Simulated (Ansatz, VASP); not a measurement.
# PtS2: VASP beside Ansatz

Aim: how closely do two programs agree when they are given the same cell, functional and k mesh?

Program: Ansatz 0.2.0. Level of theory: plane waves, with VASP 6.6.1 beside it; single point at PBEsol and single point at r2SCAN. Results are calculated unless marked as measured.

### 1. The structure

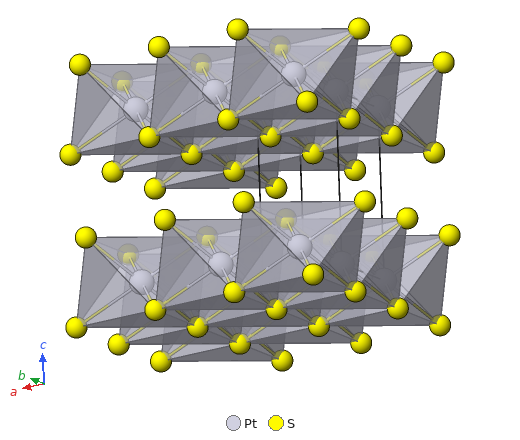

The starting structure, seen from a free direction (platinum light grey, sulfur yellow). 2×2×1 cells are drawn. Some periodic images of atoms are drawn too.

### 2. Ansatz: single point, PBEsol

Ansatz runs on its default PAW (the set named soft_2) files.

With cell and atoms fixed, the geometry can't cause a difference; cores, projectors, grids and the points listed under the comparison can.

Input file input.yaml:

```yaml
crystal:
  lattice:
    - [3.5432, 0.0, 0.0]
    - [-1.7716, 3.0685012107, 0.0]
    - [0.0, 0.0, 5.0388]
  atoms:
    - { symbol: Pt, position: [0.0, 0.0, 0.0] }
    - { symbol: S, position: [0.6666666667, 0.3333333333, 0.773] }
    - { symbol: S, position: [0.3333333333, 0.6666666667, 0.227] }
hamiltonian:
  xc: pbesol
  pseudopotentials: { kind: paw }
kpoints:
  mp_grid: { grid: [9, 9, 4] }
scf:
  occupations: { method: gaussian, width: 0.05 }
  n_extra_bands: 4
output:
  forces: true
  stress: true
  eigenvalues: true
```

On the command line:

```bash
$ ansatz run input.yaml --threads 2 --pin off --max-ram 4608MiB --backend cpu --events-out ev --progress --plain --runs-dir out
```

Numbers of over 12 decimals in the logs are rounded to 6 here.

The program printed:

```text
scf.n_extra_bands = 4 over 15 filled bands (N_el = 30.0): the run solves 19 bands
Engine: ansatz 0.2.0, aarch64-unknown-linux-gnu
Pseudopotentials: kind: paw
Pseudopotential: Pt, paw, valence charge 18, recommended cutoff 420 eV (normal), Pt.paw.azcp
Pseudopotential: S, paw, valence charge 6, recommended cutoff 420 eV (normal), S.paw.azcp
Functional definition: PBEsol
  exchange = pbesol_x
  correlation = pbesol_c
Crystal: 3 atoms, lattice volume = 54.783 Å³
Basis set: ecut = 420 eV, 1043 PW (Γ), exchange–correlation on 48×48×72 points (8 copies of the dense FFT grid, shifted against one another)
Bands: 19, of which v1, the nominal top of the filled ones, is band 15 counted from 1 (14 counted from 0)
Symmetry: 12 space group operations
Space group: P-3m1 (ITA 164), of the structure as read, at distance tolerance 3.8e-5 Å
k-points: 43 of 324
Non-local potential: Pt, projectors of the file, l = 0: 3, l = 1: 2, l = 2: 2, l = 3: 1
Non-local potential: S, projectors of the file, l = 0: 2, l = 1: 2, l = 2: 2
PAW form: soft (Blöchl's): semilocal exchange-correlation on the pseudo side does not see the compensation charge
PAW frozen core: Pt, regenerated for the run's functional, and the local potential with it (the file was generated under x = pbe(κ = 0.804, μ = 0.219515), c = pbe(β = 0.066725))
PAW frozen core: S, regenerated for the run's functional, and the local potential with it (the file was generated under x = pbe(κ = 0.804, μ = 0.219515), c = pbe(β = 0.066725))
PAW one-centre angular grid: Pt, 590 points (default); XC on 64 Gauss nodes
PAW one-centre angular grid: S, 110 points (default); XC on 64 Gauss nodes
Initial density: superposition of atomic densities (neutral atoms: chi_scale 0, normalization atom), corrected by the library's trained network
Initial wavefunctions: pseudopotential atomic-orbital guess
Functional: x = pbesol(κ = 0.804, μ = 0.123457), c = pbesol(β = 0.046)
SCF iter   1: F=—  HF=-14154.813784 eV  |F-HF|=—  |Δ(HF+E_count)|=         —  Δρ=4.73e-3  dr2=1.83e-2  ethr=1.77e-3  ⟨swp⟩=5.5  Hψ=4108  notcnv=0
preconditioner: auto → Resta (q_TF=auto, 2.468 Å⁻¹)  ε∞=6.6  [insulator: Δε(μ)=0.902 eV  Ē_g=9.923 eV  σ=0.050 eV  W_gap=1.00  n_scr=20 (ndim 8)  ℏωp=23.5 eV  f_vac=0.021  D(μ)=0.00/eV (n_scr^D=0)  ε∞_Penn≈6.6]
SCF iter   2: F=—  HF=-14154.811014 eV  |F-HF|=—  |Δ(HF+E_count)|=   2.77e-3  Δρ=2.52e-3  dr2=3.98e-3  ethr=6.11e-5  ⟨swp⟩=1.4  Hψ=1189  notcnv=0
SCF iter   3: F=—  HF=-14154.810405 eV  |F-HF|=—  |Δ(HF+E_count)|=   6.09e-4  Δρ=9.06e-4  dr2=6.56e-4  ethr=1.33e-5  ⟨swp⟩=2.1  Hψ=1233  notcnv=0
SCF iter   4: F=—  HF=-14154.810330 eV  |F-HF|=—  |Δ(HF+E_count)|=   7.50e-5  Δρ=2.82e-4  dr2=3.30e-5  ethr=2.19e-6  ⟨swp⟩=2.6  Hψ=1219  notcnv=0
SCF iter   5: F=—  HF=-14154.810356 eV  |F-HF|=—  |Δ(HF+E_count)|=   2.54e-5  Δρ=6.02e-5  dr2=2.96e-6  ethr=1.10e-7  ⟨swp⟩=2.0  Hψ=1199  notcnv=0
SCF iter   6: F=—  HF=-14154.810356 eV  |F-HF|=—  |Δ(HF+E_count)|=   3.94e-7  Δρ=1.93e-5  dr2=1.76e-7  ethr=9.87e-9  ⟨swp⟩=2.0  Hψ=1180  notcnv=0
SCF iter   7: F=-14154.810357 eV  HF=-14154.810357 eV  |F-HF|=5.58e-9  |Δ(HF+E_count)|=   2.73e-7  Δρ=3.45e-6  dr2=9.06e-9  ethr=3.33e-10  ⟨swp⟩=6.0  Hψ=3523  notcnv=0
SCF 1 converged in 7 iterations: F = -14154.810357 eV  dr2 = 9.06e-9
  greatest PAW one-centre occupation: 1.000 electrons in one spin orbital (limit 2), on the Pt atom at site 0 (counted from 0), in its partial waves of l = 0
SCF converged after 7 iterations
Free energy (F): -14154.810357 eV
Harris-Foulkes:  -14154.810357 eV  (|F-HF|=5.58e-9)
Internal energy: -14154.810357 eV  (E = F + TS)
E sigma→0 (E₀):  -14154.810357 eV
Fermi energy:    11.308973 eV
--- Per-component energies (eV) ---
  E_band       = -323.669494
  E_kinetic    = 854.111848
  E_local      = -3142.372419  (includes V_loc(G=0)·N_el)
  E_nonlocal   = 258.627172
  E_hartree    = 1242.852156
  E_xc         = -454.001432
  E_vxc        = -479.043433  (∫ρ·V_xc dr)
  E_paw        = -10484.234365  (= ΣΔE_a)
  E_vpaw       = -300.698569  (= ΣTr[D̂ρ^β])
  E_aug_tail   = 0.000179  (compensation charges beyond the density's cutoff)
  E_ewald      = -2430.204375
  E_core_change = 0.410880  (= ΣΔE_core)
  E_smearing   = -0.000000  (= −TS)
  E_closure    = -0.000000  (closes the sum)
  Σ components = -14154.810357   (vs F -14154.810357, Δ=0.00e0)
--- Forces (eV/Å), atoms counted from 1 ---
  atom   1  Pt    -0.00000000     0.00000000     0.00000000
  atom   2  S      0.00000000    -0.00000000    -0.94932004
  atom   3  S     -0.00000000     0.00000000     0.94932004
  max |Σ_I F_I| component: 1.11e-16 eV/Å
--- Stress (GPa, compression-positive) ---
        6.669330       0.000000       0.000000
        0.000000       6.669330       0.000000
        0.000000       0.000000       5.830698
  P = ⅓ Tr σ = 6.3898 GPa (63.898 kbar)
--- Band table (eV; the first three rows and the last of 43) ---
  k-point 0: bands = [... 11 lower, 9.0709, 9.7356, 9.7356, 10.7492, 13.3241, 13.3241, 15.5114, 16.4730]
  k-point 1: bands = [... 11 lower, 8.8256, 9.6394, 9.6394, 10.2820, 13.5571, 13.5571, 15.7216, 17.3473]
  k-point 2: bands = [... 11 lower, 8.3391, 9.5482, 9.5482, 9.9720, 13.8056, 13.8056, 16.1875, 18.1004]
  k-point 42: bands = [... 11 lower, 7.2621, 7.3023, 8.9844, 8.9844, 13.0816, 13.0816, 18.0604, 18.6119]
```

The job ended after 2.3 s (2 threads of Arm Neoverse N1, shared host; peak memory 0.33 GiB).

The run ends at a pressure of 6.39 GPa, with forces up to 0.95 eV/Å.

### 3. VASP: single point, PBEsol

The same cell, functional, mesh and smearing now go to VASP, with its own data sets and cutoff.

Lines of VASP's logs that name or quote its potential files are left out, and so is its time.

Input file INCAR:

```
SYSTEM = PtS2
PREC = Accurate
ENCUT = 400
EDIFF = 1E-05
NELM = 100
ISMEAR = 0
SIGMA = 0.05
LREAL = .FALSE.
ALGO = Normal
GGA = PS
NBANDS = 17
LASPH = .TRUE.
LORBIT = 11
LWAVE = .FALSE.
LCHARG = .FALSE.
KPAR = 4
```

Input file POSCAR:

```
PtS2
1.0
    3.5432000000      0.0000000000      0.0000000000
   -1.7716000000      3.0685012107      0.0000000000
    0.0000000000      0.0000000000      5.0388000000
Pt S
1 2
Direct
    0.0000000000      0.0000000000      0.0000000000
    0.6666666667      0.3333333333      0.7730000000
    0.3333333333      0.6666666667      0.2270000000
```

Input file KPOINTS:

```
Automatic mesh
0
Gamma
9 9 4
0 0 0
```

The projector-augmented-wave data sets are Pt and S (PBE family, release 64).

On the command line:

```bash
$ mpirun -np 4 vasp_std
```

The program printed:

```text
[banner, memory and clock lines left out]
running    4 mpi-ranks, on    1 nodes
 distrk:  each k-point on    1 cores,    4 groups
 distr:  one band on    1 cores,    1 groups

 POSCAR found type information on POSCAR PtS
 POSCAR found :  2 types and       3 ions
|                                                                             |
|               ----> ADVICE to this user running VASP <----                  |
|                                                                             |
|     You enforced a specific xc type in the INCAR file but a different       |
|     [... a line on the potential file left out ...]
|     I HOPE YOU KNOW WHAT YOU ARE DOING!                                     |
|                                                                             |

 LDA part: xc-table for (Slater+PW92), standard interpolation
 POSCAR, INCAR and KPOINTS ok, starting setup
 FFT: planning ... GRIDC
 FFT: planning ... GRID_SOFT
 FFT: planning ... GRID
 WAVECAR not read
 entering main loop
       N       E                     dE             d eps       ncg     rms          rms(c)
DAV:   1     0.883694576658E+02    0.88369E+02   -0.90708E+03  1558   0.926E+02
DAV:   2    -0.144575496485E+02   -0.10283E+03   -0.99987E+02  1867   0.203E+02
DAV:   3    -0.182957065758E+02   -0.38382E+01   -0.38195E+01  1848   0.407E+01
DAV:   4    -0.183340344183E+02   -0.38328E-01   -0.38311E-01  1988   0.444E+00
DAV:   5    -0.183346829652E+02   -0.64855E-03   -0.64850E-03  1895   0.547E-01    0.202E+01
DAV:   6    -0.171657216845E+02    0.11690E+01   -0.69020E+00  1500   0.253E+01    0.125E+01
DAV:   7    -0.169645571353E+02    0.20116E+00   -0.11931E+00  1511   0.112E+01    0.604E+00
DAV:   8    -0.169345877090E+02    0.29969E-01   -0.67236E-02  1717   0.199E+00    0.116E+00
DAV:   9    -0.169307305867E+02    0.38571E-02   -0.10764E-02  1730   0.105E+00    0.228E-01
DAV:  10    -0.169308719566E+02   -0.14137E-03   -0.13366E-03  1841   0.246E-01    0.107E-01
DAV:  11    -0.169308930590E+02   -0.21102E-04   -0.50954E-05  1894   0.656E-02    0.364E-02
DAV:  12    -0.169308912198E+02    0.18392E-05   -0.11000E-05  1132   0.337E-02
   1 F= -.16930891E+02 E0= -.16930891E+02  d E =-.121144E-17
```

OUTCAR, selected parts (step 3):

```text
ion  position               nearest neighbor table
   1  0.000  0.000  0.000-   2 2.34   3 2.34   2 2.34   3 2.34   2 2.34   3 2.34
   2  0.667  0.333  0.773-   1 2.34   1 2.34   1 2.34
   3  0.333  0.667  0.227-   1 2.34   1 2.34   1 2.34

  LATTYP: Found a hexagonal cell.
 ALAT       =     3.5432000000
 C/A-ratio  =     1.4221043125

 Subroutine GETGRP returns: Found 12 space group operations
 (whereof 12 operations were pure point group operations)

The static configuration has the point symmetry D_3d.

 Found     43 irreducible k-points:

   k-points           NKPTS =     43   k-points in BZ     NKDIM =     43   number of bands    NBANDS=     17

   dimension x,y,z NGX =    24 NGY =   24 NGZ =   36
   dimension x,y,z NGXF=    48 NGYF=   48 NGZF=   72

   ENCUT  =  400.0 eV  29.40 Ry    5.42 a.u.   5.78  5.78  8.22*2*pi/ulx,y,z

   NELECT =      22.0000    total number of electrons

 k-points in reciprocal lattice and weights: Automatic mesh
   0.00000000  0.00000000  0.00000000       0.003
   0.11111111 -0.00000000  0.00000000       0.019
   0.22222222  0.00000000  0.00000000       0.019
   0.33333333  0.00000000  0.00000000       0.019
   0.44444444  0.00000000  0.00000000       0.019
   0.11111111  0.11111111  0.00000000       0.019
   0.22222222  0.11111111  0.00000000       0.037
   0.33333333  0.11111111  0.00000000       0.037
   0.44444444  0.11111111  0.00000000       0.019
[...]
0.33333333  0.22222222  0.50000000       0.037
   0.33333333  0.33333333  0.50000000       0.006

 average (electrostatic) potential at core
       1 -68.2853       2 -85.4162       3 -85.4162

 E-fermi :   6.9154

 k-point     1 :       0.0000    0.0000    0.0000
  band No.  band energies     occupation
    ...
      7       2.6508      2.00000
      8       4.8465      2.00000
      9       5.5181      2.00000
     10       5.5181      2.00000
     11       6.5322      2.00000
     12       9.1029      0.00000
     13       9.1029      0.00000
     14      11.3171      0.00000
     15      12.2629      0.00000
     16      14.5020      0.00000
    ...

 k-point     2 :       0.1111   -0.0000    0.0000
  band No.  band energies     occupation
    ...
      7       2.5262      2.00000
      8       4.3642      2.00000
      9       5.4944      2.00000
     10       5.5239      2.00000
     11       6.6210      2.00000
     12       8.4488      0.00000
     13       8.9771      0.00000
     14      12.1000      0.00000
     15      12.8763      0.00000
     16      14.1880      0.00000
    ...

 k-point     3 :       0.2222    0.0000    0.0000
  band No.  band energies     occupation
    ...
      7       2.3270      2.00000
      8       3.6975      2.00000
      9       5.2601      2.00000
     10       5.2787      2.00000
     11       6.1984      2.00000
     12       8.1193      0.00000
     13       8.9402      0.00000
     14      12.2243      0.00000
     15      13.9881      0.00000
     16      14.9193      0.00000
    ...

  Total        2.1650440      2.1650440      1.9544901      0.0000000      0.0000000     -0.0000000
  in kB       63.3181505     63.3181505     57.1603616      0.0000000      0.0000000     -0.0000000
  external PRESSURE =      61.2655542 kB  Pullay stress =       0.0000000 kB

  energy-cutoff  :      400.00
  volume of cell :       54.78
      direct lattice vectors                 reciprocal lattice vectors
     3.543200000  0.000000000  0.000000000     0.282230752  0.162946001  0.000000000
    -1.771600000  3.068501211  0.000000000     0.000000000  0.325892001  0.000000000
     0.000000000  0.000000000  5.038800000     0.000000000  0.000000000  0.198459951

 POSITION                                       TOTAL-FORCE (eV/Angst)
 -----------------------------------------------------------------------------------
      0.00000      0.00000      0.00000         0.000000      0.000000      0.000000
      1.77160      1.02283      3.89499         0.000000      0.000000     -0.926064
     -0.00000      2.04567      1.14381        -0.000000     -0.000000      0.926064
 -----------------------------------------------------------------------------------
    total drift:                                0.000000     -0.000000     -0.000000

  FREE ENERGIE OF THE ION-ELECTRON SYSTEM (eV)
  ---------------------------------------------------
  free  energy   TOTEN  =       -16.9308912198 eV

  energy  without entropy=      -16.9308912198  energy(sigma->0) =      -16.93089122

 total charge
# of ion       s       p       d       tot
------------------------------------------
    1        0.727   0.872   8.034   9.632
    2        1.354   2.282   0.000   3.636
    3        1.354   2.282   0.000   3.636
--------------------------------------------------
tot          3.435   5.436   8.034  16.904

[... 3 further parts left out ...]
```

The run ends at a pressure of 6.13 GPa, with forces up to 0.93 eV/Å.

### 4. Comparison

Known differences besides the PAW data sets themselves: the data sets hold 30 valence electrons in Ansatz (default PAW (the set named soft_2) files) and 22 in VASP; the cutoff is 420 eV in Ansatz and 400 eV in VASP; Ansatz makes its cores anew for this functional, VASP keeps those of its PBE data sets. Total energies have different zeros and are not compared.

Both answers:

```tsv
quantity	Ansatz	VASP	difference
pressure (GPa)	6.39	6.13	+0.26
gap on the k mesh (eV)	0.921	0.935	-0.014
```

Forces (eV/Å; atoms numbered as in POSCAR):

```tsv
atom	Ansatz x, y, z	VASP x, y, z
Pt1	0.000, 0.000, 0.000	0.000, 0.000, 0.000
S2	0.000, 0.000, -0.949	0.000, 0.000, -0.926
S3	0.000, 0.000, 0.949	0.000, 0.000, 0.926
```

The forces differ by 11 meV/Å r.m.s., which is 2.5 % of the r.m.s. force of 0.44 eV/Å (both taken over all components).

### 5. VASP: relaxation, PBEsol

This run makes the geometry at which the two programs are then compared. The cell compared in this pair holds 51.33 Å³, against 54.78 Å³ for the pair before.

Input file INCAR:

```
SYSTEM = PtS2
PREC = Accurate
ENCUT = 500
EDIFF = 1E-07
NELM = 100
ISMEAR = 0
SIGMA = 0.03
LREAL = .FALSE.
ALGO = Normal
GGA = PS
NBANDS = 17
LASPH = .TRUE.
LORBIT = 11
LWAVE = .FALSE.
LCHARG = .FALSE.
KPAR = 4
IBRION = 2
NSW = 50
ISIF = 4
EDIFFG = -0.002
```

Input file POSCAR:

```
PtS2
1.0
    3.5313472947      0.0000000000      0.0000000000
   -1.7656736474      3.0582364668      0.0000000000
    0.0000000000      0.0000000000      4.7525760920
Pt S
1 2
Direct
    0.0000000000      0.0000000000      0.0000000000
    0.6666666667      0.3333333333      0.7507387732
    0.3333333333      0.6666666667      0.2492612268
```

KPOINTS is that of step 3.

On the command line:

```bash
$ mpirun -np 4 vasp_std
```

The program printed:

```text
[banner, memory and clock lines left out]
running    4 mpi-ranks, on    1 nodes
[...]
[... a notice as in an earlier step ...]

 LDA part: xc-table for (Slater+PW92), standard interpolation
 POSCAR, INCAR and KPOINTS ok, starting setup
[...]
entering main loop
       N       E                     dE             d eps       ncg     rms          rms(c)
DAV:   1     0.107445784212E+03    0.10745E+03   -0.10281E+04  1486   0.112E+03
DAV:   2    -0.135684789644E+02   -0.12101E+03   -0.11744E+03  1817   0.228E+02
DAV:   3    -0.182770999836E+02   -0.47086E+01   -0.46780E+01  1851   0.463E+01
DAV:   4    -0.183226426382E+02   -0.45543E-01   -0.45520E-01  1910   0.488E+00
[...]
DAV:  12    -0.169727809926E+02    0.11417E-05   -0.75502E-06  1745   0.277E-02    0.941E-03
DAV:  13    -0.169727814073E+02   -0.41466E-06   -0.11883E-06  1876   0.814E-03    0.344E-03
DAV:  14    -0.169727814745E+02   -0.67226E-07   -0.74761E-08   974   0.201E-03
   1 F= -.16972781E+02 E0= -.16972781E+02  d E =-.169728E+02
[... from here on, the cycles between the ionic steps are left out ...]
   2 F= -.16987846E+02 E0= -.16987846E+02  d E =-.150642E-01
   3 F= -.16992022E+02 E0= -.16992010E+02  d E =-.192404E-01
   4 F= -.16992037E+02 E0= -.16992028E+02  d E =-.192556E-01
   5 F= -.16993052E+02 E0= -.16993030E+02  d E =-.101519E-02
   6 F= -.16993218E+02 E0= -.16993183E+02  d E =-.118127E-02
[...]
reached required accuracy - stopping structural energy minimisation
```

OUTCAR, selected parts (step 5):

```text
  Total        0.2526537      0.2526537      0.2514894     -0.0000000     -0.0000000     -0.0000000
  in kB        7.8867077      7.8867077      7.8503618     -0.0000000     -0.0000000     -0.0000000
  external PRESSURE =       7.8745924 kB  Pullay stress =       0.0000000 kB

 POSITION                                       TOTAL-FORCE (eV/Angst)
 -----------------------------------------------------------------------------------
      0.00000     -0.00000      0.00000        -0.000000      0.000000      0.000000
      1.78411      1.03006      3.46119        -0.000000     -0.000000     -0.000489
     -0.00000      2.06011      1.19368         0.000000      0.000000      0.000489
 -----------------------------------------------------------------------------------
    total drift:                                0.000000     -0.000000      0.000000

  FREE ENERGIE OF THE ION-ELECTRON SYSTEM (eV)
  ---------------------------------------------------
  free  energy   TOTEN  =       -16.9932183661 eV

  energy  without entropy=      -16.9931482211  energy(sigma->0) =      -16.99318329

 reached required accuracy - stopping structural energy minimisation

[... 1 part as in an earlier step ...]

[... 2 further parts left out ...]
[key lines of the parts left out:]
E-fermi :   8.0885
```

### 6. Ansatz: single point, PBEsol

The same cell, functional, mesh and smearing now go to Ansatz, which takes its cutoff from its data sets.

The structure compared here is the end of the VASP relaxation.

Input file input.yaml:

```yaml
crystal:
  lattice:
    - [3.56821785, 0.0, 0.0]
    - [-1.78410892, 3.0901673, 0.0]
    - [0.0, 0.0, 4.65486638]
  atoms:
    - { symbol: Pt, position: [0.0, 0.0, 0.0] }
    - { symbol: S, position: [0.66666667, 0.33333333, 0.74356272] }
    - { symbol: S, position: [0.33333333, 0.66666667, 0.25643728] }
hamiltonian:
  xc: pbesol
  pseudopotentials: { kind: paw }
kpoints:
  mp_grid: { grid: [9, 9, 4] }
scf:
  occupations: { method: gaussian, width: 0.03 }
  n_extra_bands: 4
output:
  forces: true
  stress: true
  eigenvalues: true
  write_density: true
  write_potential: true
  elf: true
  volumetric_format: npy
```

On the command line:

```bash
$ ansatz run input.yaml --threads 2 --pin off --max-ram 4608MiB --backend cpu --events-out ev --progress --plain --runs-dir out
```

The program printed:

```text
[...]
Crystal: 3 atoms, lattice volume = 51.326 Å³
Basis set: ecut = 420 eV, 981 PW (Γ), exchange–correlation on 48×48×64 points (8 copies of the dense FFT grid, shifted against one another)
Bands: 19, of which v1, the nominal top of the filled ones, is band 15 counted from 1 (14 counted from 0)
Symmetry: 12 space group operations
[...]
k-points: 43 of 324
[...]
--- Band table (eV; the first three rows and the last of 43) ---
  k-point 0: bands = [... 11 lower, 10.0391, 10.9201, 10.9201, 12.5807, 13.7666, 13.7666, 15.9674, 17.5235]
  k-point 1: bands = [... 11 lower, 9.8319, 10.6459, 10.6459, 11.6762, 14.2904, 14.2904, 16.6224, 18.5126]
  k-point 2: bands = [... 11 lower, 9.1910, 10.4075, 10.4075, 11.0479, 14.8572, 14.8572, 17.6579, 19.2021]
  k-point 42: bands = [... 11 lower, 7.8181, 8.6411, 9.9462, 9.9462, 14.5517, 14.5517, 19.2529, 19.8068]
[key lines of the parts left out:]
SCF converged after 6 iterations
Free energy (F): -14154.879287 eV
Fermi energy:    12.597543 eV
P = ⅓ Tr σ = 1.0570 GPa (10.570 kbar)
```

It took 2.7 s on 2 threads; peak memory 0.33 GiB; 5 s of CPU time.

The run ends at a pressure of 1.06 GPa, with forces up to 0.028 eV/Å.

### 7. Side by side

What differs besides the data sets and the points named for the pairs above, as far as they apply: the cutoff is 420 eV in Ansatz and 500 eV in VASP. Total energies have different zeros and are not compared.

The two programs side by side:

```tsv
quantity	Ansatz	VASP	difference
pressure (GPa)	1.06	0.79	+0.27
gap on the k mesh (eV)	0.055	0.066	-0.011
```

At this near-relaxed geometry the largest component of a force difference is 28 meV/Å.

(Continued in part 2 of 2.)

[Lines on the potential files, build, host, timing and source positions are cut from VASP's logs without a mark.]

[Logs are printed without paths, hosts, clocks, repeated set-up lines and the standing remarks that a program may print on its own settings, such as how far it seeks lower states.]

[Hosts, paths, dates, database ids (printed as entryN), source tags and the programs' standing remarks are cut or masked in the printed files.]
